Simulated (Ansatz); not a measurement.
## Electronic structure of C2H8AlGa in real space

```xyz
12

C    -1.3023    1.7307   -0.4096
Al   -0.5550    0.4471    0.8571
C     1.1481   -0.4300    0.5191
Ga    1.0701   -2.0401   -0.5827
H    -2.2995    1.4165   -0.7374
H    -1.4329    2.7126    0.0587
H    -0.6836    1.8654   -1.3003
H    -1.3604    0.0798    2.1811
H     1.5896   -0.7009    1.4836
H     1.7862    0.2901   -0.0061
H     1.1408   -1.9186   -2.1497
H     0.8988   -3.4526    0.0863
```

Geometry: PBE0-D4/def2-TZVP.

All numbers below come from Ansatz, RKS PBE0-D4/def2-TZVPP.

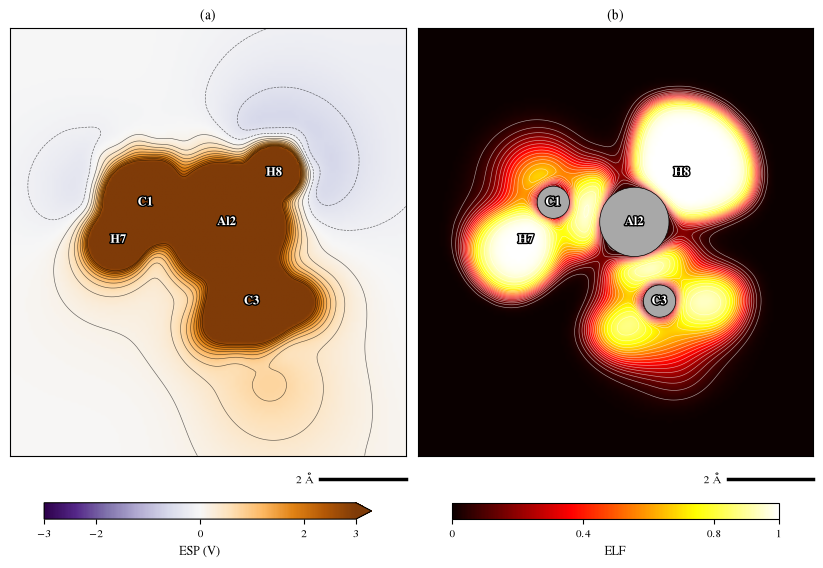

Figure 1. (a) electrostatic potential; (b) ELF on the plane of atoms C3, Al2 and H8. Grey discs cover the atomic cores in the ELF map.

> Describe what can be read from this map.

The section cuts through C, Al and H sites.
C–Al (1.95 Å): the ELF peaks at about 0.95 between the atoms (a shared but strongly polarised pair).
C–H (1.09 Å): the ELF climbs to about 1 towards the hydrogen, as it does in any bond to H: an ordinary covalent bond to hydrogen.
Al–H (1.59 Å): the ELF climbs to about 1 towards the hydrogen.
Outside the dense part of the molecule the potential is most negative (−0.6 V) near H8.

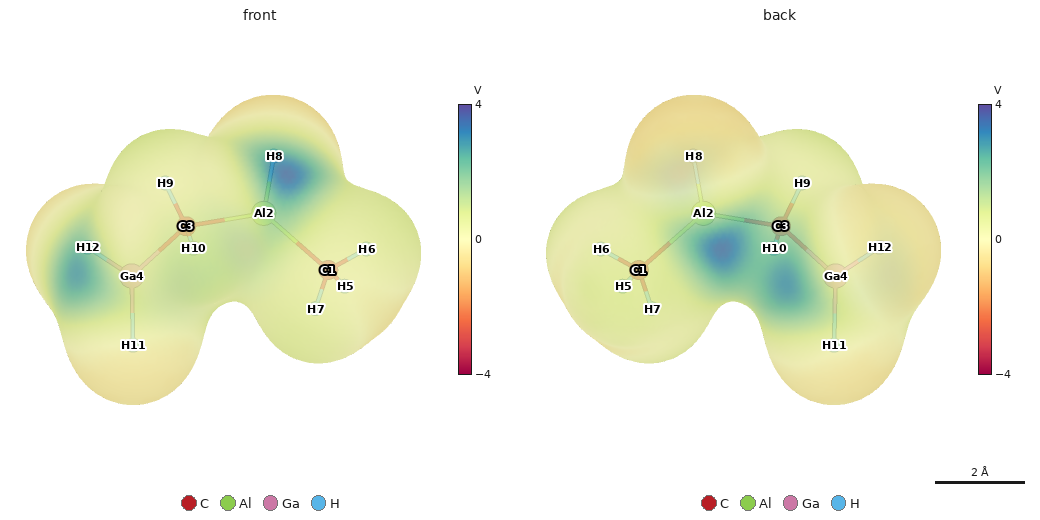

Figure 2. The electrostatic potential painted on the density surface at 0.002 e/bohr³, seen from the front and from behind; the colour scale runs from red (negative) to blue (positive).

> Which sites attract a positive test charge, and which a negative one?

A positive charge is drawn to the negative regions and a negative charge to the positive ones. The most negative region (about −0.6 V) lies over H8, the most positive (about +3.4 V) over Al2.

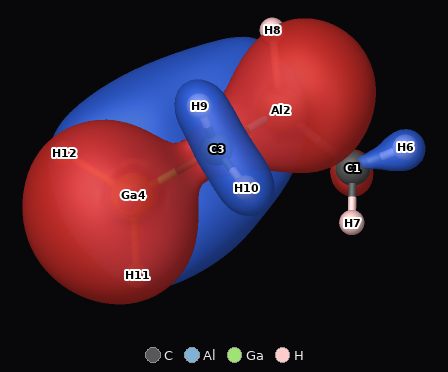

Figure 3. The LUMO at ±0.06 Å⁻³ᐟ² (blue and red are the two phases), seen at a tilt.

> Describe this orbital and give its energy.

Its weight (Hirshfeld) is mainly on Ga4 (about 55 %), Al2 (about 25 %) and C3 (about 5 %). Its energy is −1.65 eV.

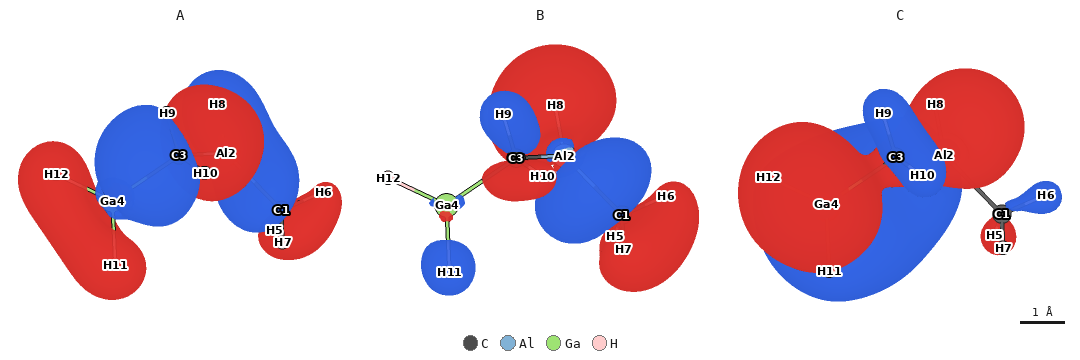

Figure 4. Three frontier orbitals at ±0.06 Å⁻³ᐟ² (blue and red are the two phases), in no order.

> Which picture is the HOMO−1, the HOMO and the LUMO?

B is the HOMO−1 (−7.96 eV). Its weight (Hirshfeld) is mainly on C1 (about 30 %), H8 (about 25 %) and Al2 (about 25 %). A is the HOMO (−7.62 eV). It lies mainly on C3 (about 40 %), Ga4 (about 15 %), Al2 (about 15 %) and C1 (about 5 %). C is the LUMO (−1.65 eV). By Hirshfeld shares it lies mainly on Ga4 (about 55 %), Al2 (about 25 %) and C3 (about 5 %).

> What is the HOMO–LUMO gap?

5.97 eV between the orbital energies.
